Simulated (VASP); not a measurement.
Data:

```yaml
crystal:
  lattice:
    - [0.00000, 2.43303, 2.43303]
    - [2.43303, 0.00000, 2.43303]
    - [2.43303, 2.43303, 0.00000]
  atoms:
    - { symbol: Y, position: [0.00000, 0.00000, 0.00000] }
    - { symbol: N, position: [0.50000, 0.50000, 0.50000] }
```

These are vdW-DF-cx, VASP's PBE PAW potentials (set 64) (plane waves; VASP) values and carry that method's errors. Numerical set-up: 520 eV cut-off, 10×10×10 Γ-centred mesh, tetrahedra with Blöchl corrections, potentials Y_sv N.

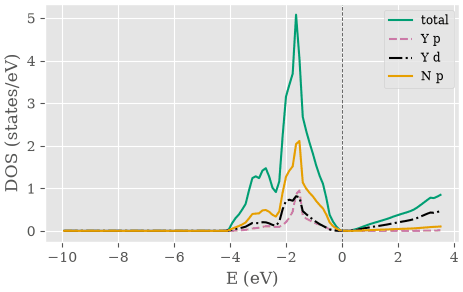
*Total and projected density of states, zero at the valence-band maximum*

Within 2 eV below the valence-band maximum the largest weight inside VASP's projection spheres is N p, then Y d.

The gap is indirect, 0.13 eV, from the valence maximum at Γ to the conduction minimum at X.

The compound is YN in the rock salt structure. It was relaxed first.
